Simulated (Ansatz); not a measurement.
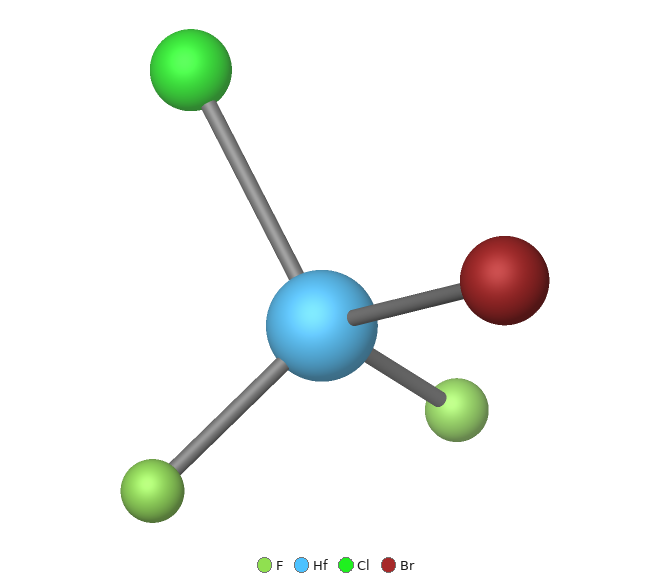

Charge 0, singlet. Computed geometry: PBE-D4/def2-SVP optimisation. No frequency run is at hand to confirm it as a minimum.

What is the coordination number of the metal, and which atoms bind to it?

Hf binds 4 atoms: 2 F at 1.90 Å, 1 Cl at 2.35 Å, 1 Br at 2.50 Å. The arrangement is tetrahedral.

What are the formal oxidation state of the metal and its number of d electrons?

Hf(IV), d⁰, counting the ligands as closed-shell ions or neutral donors.
